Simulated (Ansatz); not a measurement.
## Run report: CH4NSi, geometry relaxation

- system: CH4NSi, multiplicity 2, SMILES N[C]=[SiH2]
- method: UHF/def2-SVP (Ansatz 0.2.0)

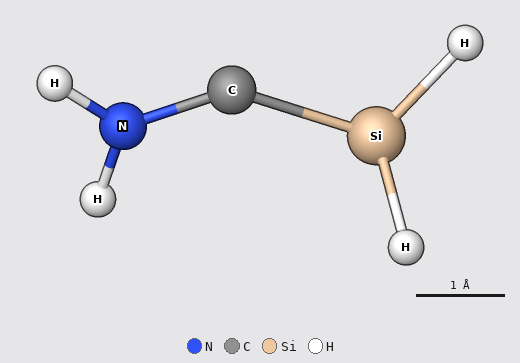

*The input geometry (ball-and-stick view, seen on its broad side).*

Bond lengths as drawn: C–N 1.31 Å, C–Si 1.80 Å, H–N 1.03 Å and H–Si 1.51 to 1.52 Å.

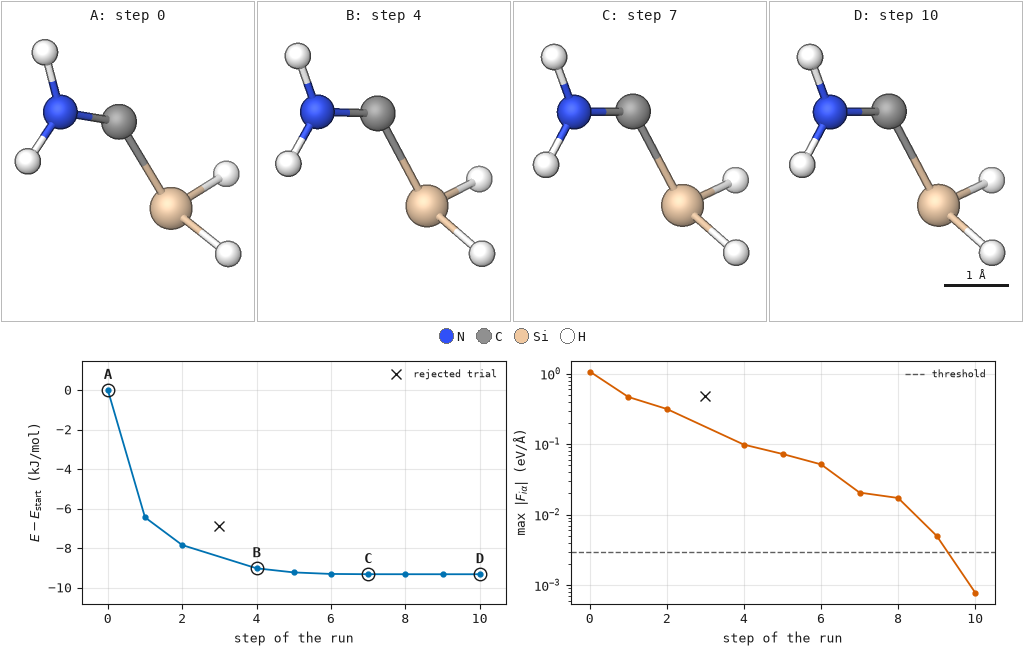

*Frames of the relaxation (ball-and-stick view, seen at a tilt) above the curves, on which the letters mark them (the first geometry is step 0 here and step 1 in the log).*

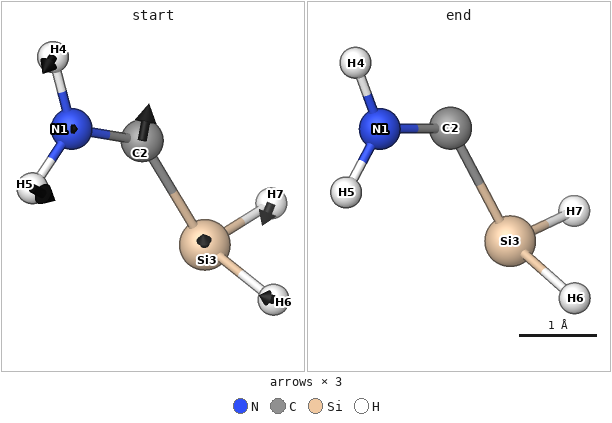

*Before (left) and after (right) the relaxation, at one scale (ball-and-stick view, seen at a tilt). The black arrows give the displacements, magnified 3 times.*

The atom that moves furthest after the best rigid fit is C2 (0.17 Å). Largest moves by element: C 0.17 Å, H 0.15 Å, Si 0.07 Å, N 0.03 Å. Among the contacts that change: C2–Si3 1.799 → 1.845 Å, Si3–H7 1.510 → 1.479 Å, N1–H5 1.034 → 1.005 Å, Si3–H6 1.516 → 1.488 Å. Among the angles that change: N1–C2–Si3 137.8° → 126.8°, C2–Si3–H6 108.0° → 110.4°. The energy falls by 9.32 kJ/mol in 10 geometry steps. The largest force component goes from 1.1 to 0.00078 eV/Å. The line search rejected the trial step at point 3 (counted from 0) and went back. (Atoms are counted from 1 in the order of the input.)

These pictures come from the run below.

Input file:
```yaml
crystal:
  periodic: [false, false, false]
  atoms:
    - { symbol: "N", position_ang: [-1.213823, 0.15536, -0.788553] }
    - { symbol: C, position_ang: [0.052656, -0.078332, -0.533689] }
    - { symbol: Si, position_ang: [1.06886, -0.508574, 0.887062] }
    - { symbol: H, position_ang: [-1.518306, 0.446672, -1.726626] }
    - { symbol: H, position_ang: [-1.977078, 0.105177, -0.093181] }
    - { symbol: H, position_ang: [1.108747, 0.690486, 1.814079] }
    - { symbol: H, position_ang: [2.478945, -0.810799, 0.440918] }
magnetization:
  spin_polarized: true
  initial_magnetization: 1
basis:
  gaussian: { orbitals: def2-SVP }
hamiltonian:
  xc: hf
output:
  forces: true
relax:
  f_tol: 0.003
  max_steps: 120
```

Launched with:
```bash
ansatz run input.yaml --threads 1 --pin off --max-ram 2560MiB --backend cpu --events-out ev --progress --plain --runs-dir out
```

What the program printed:
```
The last accepted step is kept in [file] (removed where the run ends without a failure and the disk answers)
Engine: ansatz 0.2.0, x86_64-unknown-linux-gnu
Functional definition: HF
  exchange = exact_x
  correlation = 0
722 factors; integrals over basis functions are off by at most 3.4e-4 eV
mean field evaluation 1: about -10427.7675 eV, gradient 1.5e1 eV
mean field evaluation 2: about -10427.7681 eV, gradient 1.5e1 eV
mean field evaluation 4: about -10429.5940 eV, gradient 2.8e0 eV
mean field evaluation 8: about -10429.9531 eV, gradient 7.2e-1 eV
mean field evaluation 16: about -10428.8626 eV, gradient 5.4e0 eV
mean field evaluation 32: about -10429.0886 eV, gradient 4.9e0 eV
mean field evaluation 64: about -10429.7342 eV, gradient 1.3e0 eV
mean field -10430.00393151 eV, -383.2955747726 hartree, gradient 2.1e-5 eV, S^2 1.050622; 2 other end points of the search recorded, 0 dependent functions left out
the calculation of the forces begins
reference -10430.00393151 eV, -383.2955747726 hartree; 16, 15 occupied and 50, 51 virtual orbitals, 722 factors
relax step   1: F+E_penalty+E_count = -10430.00393151 eV  Δ(F+E_penalty+E_count) = +0.000e0 eV  max|allowed force component| = 1.073e0 eV/Å  Δτ_max = 0.0000 Å  (157 SCF iters, accepted)
these checks for a lower state are left out or cut short: starts, cluster_reference, orbital_swaps, neighbouring_geometries, increment
722 factors; integrals over basis functions are off by at most 2.9e-4 eV
mean field -10430.07073321 eV, -383.2980296897 hartree, gradient 2.2e-5 eV, S^2 1.044877; 1 other end points of the search recorded, 0 dependent functions left out
the calculation of the forces begins
reference -10430.07073321 eV, -383.2980296897 hartree; 16, 15 occupied and 50, 51 virtual orbitals, 722 factors
relax step   2: F+E_penalty+E_count = -10430.07073321 eV  Δ(F+E_penalty+E_count) = -6.680e-2 eV  max|allowed force component| = 4.678e-1 eV/Å  Δτ_max = 0.0428 Å  (70 SCF iters, accepted)
these checks for a lower state are left out or cut short: starts, cluster_reference, orbital_swaps, neighbouring_geometries, increment
722 factors; integrals over basis functions are off by at most 2.8e-4 eV
mean field evaluation 96: about -10429.8866 eV, gradient 2.3e-2 eV
mean field -10430.08525504 eV, -383.2985633571 hartree, gradient 2.1e-5 eV, S^2 1.040053; 1 other end points of the search recorded, 0 dependent functions left out
the calculation of the forces begins
reference -10430.08525504 eV, -383.2985633571 hartree; 16, 15 occupied and 50, 51 virtual orbitals, 722 factors
relax step   3: F+E_penalty+E_count = -10430.08525504 eV  Δ(F+E_penalty+E_count) = -1.452e-2 eV  max|allowed force component| = 3.158e-1 eV/Å  Δτ_max = 0.0400 Å  (69 SCF iters, accepted)
these checks for a lower state are left out or cut short: starts, cluster_reference, orbital_swaps, neighbouring_geometries, increment
722 factors; integrals over basis functions are off by at most 2.8e-4 eV
mean field -10430.07523128 eV, -383.2981949907 hartree, gradient 2.1e-5 eV, S^2 1.027955; 1 other end points of the search recorded, 0 dependent functions left out
the calculation of the forces begins
reference -10430.07523128 eV, -383.2981949907 hartree; 16, 15 occupied and 50, 51 virtual orbitals, 722 factors
relax step   4: F+E_penalty+E_count = -10430.07523128 eV  Δ(F+E_penalty+E_count) = +1.002e-2 eV  max|allowed force component| = 4.865e-1 eV/Å  Δτ_max = 0.1263 Å  (76 SCF iters, rejected (line search))
these checks for a lower state are left out or cut short: starts, cluster_reference, orbital_swaps, neighbouring_geometries, increment
722 factors; integrals over basis functions are off by at most 2.7e-4 eV
mean field -10430.09745052 eV, -383.2990115327 hartree, gradient 1.9e-5 eV, S^2 1.028302; 1 other end points of the search recorded, 0 dependent functions left out
the calculation of the forces begins
reference -10430.09745052 eV, -383.2990115327 hartree; 16, 15 occupied and 50, 51 virtual orbitals, 722 factors
relax step   5: F+E_penalty+E_count = -10430.09745052 eV  Δ(F+E_penalty+E_count) = -1.220e-2 eV  max|allowed force component| = 9.847e-2 eV/Å  Δτ_max = 0.0631 Å  (78 SCF iters, accepted)
these checks for a lower state are left out or cut short: starts, cluster_reference, orbital_swaps, neighbouring_geometries, increment
722 factors; integrals over basis functions are off by at most 2.7e-4 eV
mean field evaluation 128: about -10430.0996 eV, gradient 1.7e-4 eV
mean field -10430.09959867 eV, -383.2990904756 hartree, gradient 2.0e-5 eV, S^2 1.021803; 1 other end points of the search recorded, 0 dependent functions left out
the calculation of the forces begins
reference -10430.09959867 eV, -383.2990904756 hartree; 16, 15 occupied and 50, 51 virtual orbitals, 722 factors
relax step   6: F+E_penalty+E_count = -10430.09959867 eV  Δ(F+E_penalty+E_count) = -2.148e-3 eV  max|allowed force component| = 7.264e-2 eV/Å  Δτ_max = 0.0436 Å  (69 SCF iters, accepted)
these checks for a lower state are left out or cut short: starts, cluster_reference, orbital_swaps, neighbouring_geometries, increment
722 factors; integrals over basis functions are off by at most 2.7e-4 eV
mean field -10430.10040294 eV, -383.2991200319 hartree, gradient 1.8e-5 eV, S^2 1.022393; 1 other end points of the search recorded, 0 dependent functions left out
the calculation of the forces begins
reference -10430.10040294 eV, -383.2991200319 hartree; 16, 15 occupied and 50, 51 virtual orbitals, 722 factors
relax step   7: F+E_penalty+E_count = -10430.10040294 eV  Δ(F+E_penalty+E_count) = -8.043e-4 eV  max|allowed force component| = 5.172e-2 eV/Å  Δτ_max = 0.0179 Å  (67 SCF iters, accepted)
these checks for a lower state are left out or cut short: starts, cluster_reference, orbital_swaps, neighbouring_geometries, increment
722 factors; integrals over basis functions are off by at most 2.7e-4 eV
mean field -10430.10054063 eV, -383.2991250920 hartree, gradient 1.6e-5 eV, S^2 1.023345; 1 other end points of the search recorded, 0 dependent functions left out
the calculation of the forces begins
reference -10430.10054063 eV, -383.2991250920 hartree; 16, 15 occupied and 50, 51 virtual orbitals, 722 factors
relax step   8: F+E_penalty+E_count = -10430.10054063 eV  Δ(F+E_penalty+E_count) = -1.377e-4 eV  max|allowed force component| = 2.057e-2 eV/Å  Δτ_max = 0.0048 Å  (66 SCF iters, accepted)
these checks for a lower state are left out or cut short: starts, cluster_reference, orbital_swaps, neighbouring_geometries, increment
722 factors; integrals over basis functions are off by at most 2.7e-4 eV
mean field evaluation 160: about -10430.1005 eV, gradient 2.1e-5 eV
mean field -10430.10054913 eV, -383.2991254044 hartree, gradient 2.1e-5 eV, S^2 1.023624; 1 other end points of the search recorded, 0 dependent functions left out
the calculation of the forces begins
reference -10430.10054913 eV, -383.2991254044 hartree; 16, 15 occupied and 50, 51 virtual orbitals, 722 factors
relax step   9: F+E_penalty+E_count = -10430.10054913 eV  Δ(F+E_penalty+E_count) = -8.500e-6 eV  max|allowed force component| = 1.725e-2 eV/Å  Δτ_max = 0.0032 Å  (67 SCF iters, accepted)
these checks for a lower state are left out or cut short: starts, cluster_reference, orbital_swaps, neighbouring_geometries, increment
722 factors; integrals over basis functions are off by at most 2.7e-4 eV
mean field -10430.10055780 eV, -383.2991257232 hartree, gradient 1.6e-5 eV, S^2 1.023813; 1 other end points of the search recorded, 0 dependent functions left out
the calculation of the forces begins
reference -10430.10055780 eV, -383.2991257232 hartree; 16, 15 occupied and 50, 51 virtual orbitals, 722 factors
relax step  10: F+E_penalty+E_count = -10430.10055780 eV  Δ(F+E_penalty+E_count) = -8.676e-6 eV  max|allowed force component| = 5.002e-3 eV/Å  Δτ_max = 0.0014 Å  (68 SCF iters, accepted)
these checks for a lower state are left out or cut short: starts, cluster_reference, orbital_swaps, neighbouring_geometries, increment
722 factors; integrals over basis functions are off by at most 2.7e-4 eV
mean field -10430.10055917 eV, -383.2991257735 hartree, gradient 1.3e-5 eV, S^2 1.023742; 1 other end points of the search recorded, 0 dependent functions left out
the calculation of the forces begins
reference -10430.10055917 eV, -383.2991257735 hartree; 16, 15 occupied and 50, 51 virtual orbitals, 722 factors
relax step  11: F+E_penalty+E_count = -10430.10055917 eV  Δ(F+E_penalty+E_count) = -1.367e-6 eV  max|allowed force component| = 7.818e-4 eV/Å  Δτ_max = 0.0004 Å  (50 SCF iters, accepted)
722 factors; integrals over basis functions are off by at most 2.7e-4 eV
mean field evaluation 192: about -10429.8516 eV, gradient 1.5e0 eV
mean field evaluation 224: about -10430.0380 eV, gradient 8.4e-1 eV
mean field -10430.10055917 eV, -383.2991257735 hartree, gradient 1.3e-5 eV, S^2 1.023742; 2 other end points of the search recorded, 0 dependent functions left out
the calculation of the forces begins
reference -10430.10055917 eV, -383.2991257735 hartree; 16, 15 occupied and 50, 51 virtual orbitals, 722 factors
Total energy: -10430.10055917 eV, -383.2991257735 hartree
Atom 0 at    -1.187482     0.165598    -0.783146 Å, force    -0.000009     0.000398    -0.000384 eV/Å
Atom 1 at     0.101531    -0.043342    -0.688287 Å, force    -0.000677    -0.000379    -0.000065 eV/Å
Atom 2 at     1.041264    -0.470842     0.841200 Å, force     0.000782     0.000516    -0.000061 eV/Å
Atom 3 at    -1.588915     0.445443    -1.658455 Å, force    -0.000076     0.000071    -0.000024 eV/Å
Atom 4 at    -1.844689     0.074001    -0.028270 Å, force    -0.000060    -0.000182     0.000075 eV/Å
Atom 5 at     1.040984     0.677453     1.787980 Å, force    -0.000257     0.000014     0.000319 eV/Å
Atom 6 at     2.437308    -0.848320     0.528989 Å, force     0.000296    -0.000439     0.000138 eV/Å
Dipole moment:    -0.602380     0.051308     0.051392 e Å
```

Trajectory as extended XYZ (Å, eV, eV/Å), 11 frames, from step=1 to step=11:
```
7
Properties=species:S:1:pos:R:3:forces:R:3 step=1 energy=-10430.00393
N    -1.2138    0.1554   -0.7886   -0.8867   0.1515   0.0540
C     0.0527   -0.0783   -0.5337   -0.7279   0.2406  -0.7728
Si    1.0689   -0.5086    0.8871    0.6914   0.3233   0.4980
H    -1.5183    0.4467   -1.7266    0.4250  -0.3443   1.0733
H    -1.9771    0.1052   -0.0932    0.9866   0.0244  -0.8163
H     1.1087    0.6905    1.8141   -0.0100  -0.4188  -0.2377
H     2.4789   -0.8108    0.4409   -0.4784   0.0233   0.2014
7
Properties=species:S:1:pos:R:3:forces:R:3 step=2 energy=-10430.07073
N    -1.2145    0.1548   -0.7909   -0.3460   0.0480   0.1686
C     0.0546   -0.0557   -0.5649   -0.0291   0.1061  -0.4678
Si    1.0712   -0.4754    0.8735    0.1346   0.0056   0.2850
H    -1.5324    0.4471   -1.7013    0.1221  -0.0998   0.1956
H    -1.9454    0.0803   -0.0959    0.2393   0.0045  -0.1639
H     1.1105    0.6856    1.8133    0.0159  -0.1067  -0.0677
H     2.4560   -0.8365    0.4663   -0.1367   0.0423   0.0501
7
Properties=species:S:1:pos:R:3:forces:R:3 step=3 energy=-10430.08525
N    -1.2064    0.1737   -0.7870   -0.0484  -0.0695   0.0856
C     0.0676   -0.0369   -0.5976    0.1095   0.0296  -0.3158
Si    1.0592   -0.4714    0.8669   -0.0234  -0.0362   0.1378
H    -1.5497    0.4177   -1.6952   -0.0068   0.0626  -0.0676
H    -1.9123    0.0817   -0.0810   -0.0816  -0.0073   0.1029
H     1.1040    0.6696    1.8145   -0.0040   0.0553   0.0597
H     2.4375   -0.8344    0.4794    0.0546  -0.0347  -0.0024
7
Properties=species:S:1:pos:R:3:forces:R:3 step=4 energy=-10430.07523 accepted=F
N    -1.2043    0.1624   -0.7953    0.2160  -0.0141   0.1642
C     0.0966   -0.0026   -0.7110    0.1873  -0.0222   0.2547
Si    1.0650   -0.4343    0.8285   -0.4865  -0.1001  -0.1437
H    -1.6204    0.4742   -1.6526    0.0429  -0.0631  -0.0455
H    -1.8571    0.0129   -0.0451    0.0475   0.0394   0.0131
H     1.0752    0.6969    1.7949    0.0242   0.0117  -0.0836
H     2.4450   -0.9095    0.5806   -0.0315   0.1483  -0.1592
7
Properties=species:S:1:pos:R:3:forces:R:3 step=5 energy=-10430.09745
N    -1.1984    0.1606   -0.7887    0.0259   0.0452   0.0591
C     0.0905   -0.0197   -0.6539    0.0042  -0.0700  -0.0985
Si    1.0462   -0.4681    0.8525   -0.0268   0.0304   0.0507
H    -1.5769    0.4293   -1.6770   -0.0172   0.0292  -0.0109
H    -1.8742    0.0737   -0.0499    0.0023  -0.0362  -0.0006
H     1.0795    0.6737    1.8045   -0.0177   0.0178   0.0196
H     2.4333   -0.8494    0.5125    0.0293  -0.0164  -0.0194
7
Properties=species:S:1:pos:R:3:forces:R:3 step=6 energy=-10430.09960
N    -1.1863    0.1686   -0.7837    0.0285  -0.0322  -0.0031
C     0.1057   -0.0319   -0.6929   -0.0726   0.0327   0.0629
Si    1.0369   -0.4617    0.8455    0.0141  -0.0307  -0.0456
H    -1.5912    0.4486   -1.6580    0.0032  -0.0106   0.0270
H    -1.8438    0.0517   -0.0313    0.0326   0.0320  -0.0387
H     1.0529    0.6867    1.7928   -0.0076  -0.0059  -0.0262
H     2.4258   -0.8621    0.5277    0.0019   0.0146   0.0237
7
Properties=species:S:1:pos:R:3:forces:R:3 step=7 energy=-10430.10040
N    -1.1864    0.1659   -0.7820    0.0013   0.0145  -0.0517
C     0.1032   -0.0378   -0.6877   -0.0004  -0.0137  -0.0096
Si    1.0413   -0.4693    0.8410    0.0078  -0.0164  -0.0028
H    -1.5894    0.4464   -1.6569    0.0088  -0.0009   0.0178
H    -1.8432    0.0685   -0.0283   -0.0197  -0.0055   0.0261
H     1.0381    0.6808    1.7847    0.0178   0.0034   0.0106
H     2.4365   -0.8545    0.5292   -0.0157   0.0186   0.0096
7
Properties=species:S:1:pos:R:3:forces:R:3 step=8 energy=-10430.10054
N    -1.1872    0.1660   -0.7832   -0.0084  -0.0081   0.0206
C     0.1016   -0.0423   -0.6873    0.0091   0.0020  -0.0038
Si    1.0412   -0.4706    0.8421   -0.0063  -0.0010  -0.0056
H    -1.5886    0.4472   -1.6579   -0.0008   0.0012  -0.0071
H    -1.8447    0.0705   -0.0289    0.0010   0.0049  -0.0081
H     1.0412    0.6795    1.7866    0.0039  -0.0016   0.0010
H     2.4364   -0.8502    0.5287    0.0015   0.0026   0.0031
7
Properties=species:S:1:pos:R:3:forces:R:3 step=9 energy=-10430.10055
N    -1.1877    0.1655   -0.7827    0.0069   0.0051  -0.0172
C     0.1015   -0.0422   -0.6876   -0.0072  -0.0047   0.0025
Si    1.0414   -0.4708    0.8413    0.0013   0.0007   0.0025
H    -1.5881    0.4452   -1.6586   -0.0042   0.0007   0.0052
H    -1.8457    0.0735   -0.0287    0.0014  -0.0026   0.0044
H     1.0414    0.6777    1.7878    0.0013   0.0002   0.0021
H     2.4372   -0.8489    0.5286    0.0005   0.0006   0.0005
7
Properties=species:S:1:pos:R:3:forces:R:3 step=10 energy=-10430.10056
N    -1.1876    0.1656   -0.7833   -0.0027  -0.0006   0.0030
C     0.1013   -0.0435   -0.6882    0.0050   0.0005   0.0017
Si    1.0415   -0.4707    0.8413   -0.0036   0.0000  -0.0031
H    -1.5891    0.4457   -1.6585    0.0018  -0.0008  -0.0006
H    -1.8449    0.0738   -0.0285    0.0000   0.0006   0.0002
H     1.0412    0.6776    1.7882    0.0001  -0.0004  -0.0009
H     2.4375   -0.8485    0.5291   -0.0006   0.0007  -0.0002
7
Properties=species:S:1:pos:R:3:forces:R:3 step=11 energy=-10430.10056
N    -1.1875    0.1656   -0.7831    0.0000   0.0004  -0.0004
C     0.1015   -0.0433   -0.6883   -0.0007  -0.0004  -0.0001
Si    1.0413   -0.4708    0.8412    0.0008   0.0005  -0.0001
H    -1.5889    0.4454   -1.6585   -0.0001   0.0001   0.0000
H    -1.8447    0.0740   -0.0283   -0.0001  -0.0002   0.0001
H     1.0410    0.6775    1.7880   -0.0003   0.0000   0.0003
H     2.4373   -0.8483    0.5290    0.0003  -0.0004   0.0001
```

Summary:

| quantity | value |
| --- | --- |
| outcome | converged |
| total energy | −10430.1006 eV |
| mean-field energy | −10430.1006 eV |
| ⟨S²⟩ | 1.024 |
| largest force (length of the vector) at the end | 0.001 eV/Å |
| hardware | 1 thread of Intel Xeon (Sapphire Rapids), 16 GiB of memory available, shared host |
| wall time | 11 s |
| peak memory | 0.15 GiB |

⟨S²⟩ is 1.02 against 0.75 for a pure state: the solution is spin-contaminated.
